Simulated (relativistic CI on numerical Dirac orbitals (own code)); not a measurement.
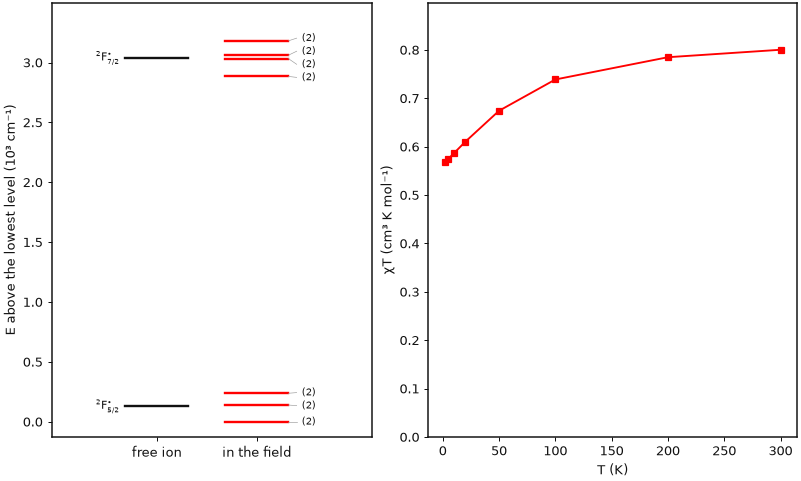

Pr⁴⁺ (4f) in a field of D3h symmetry with B20 = 450, B40 = 100, B60 = 360, B66 = 320 cm⁻¹ (Wybourne parameters). Labels give the double-group representation and, in brackets, the degeneracy; the lowest 7 of 7 levels are drawn. The calculation used relativistic CI on Dirac orbitals, KLI exchange-only orbitals, Breit term, model QED, valence Slater integrals scaled by 0.85. One open-shell configuration in a parametric field without covalency; powder susceptibility by Van Vleck's formula.

Question: What are the ground level, its g values and the first gap?

Answer: The free ion's lowest level is ²F°₅/₂. The ground level is a Kramers doublet, with total spin S = 0.50 and J = 2.50 (from expectation values); its principal g values, for an effective spin of 1/2, are 0.07, 0.07 and 4.24. The next level lies at 140 cm⁻¹. The field lowers the ground state by 129 cm⁻¹ against the free ion. χT is 0.568 cm³ K mol⁻¹ at 2 K, 0.674 at 50 K and 0.800 at 300 K, an effective moment of 2.53 μB at room temperature.
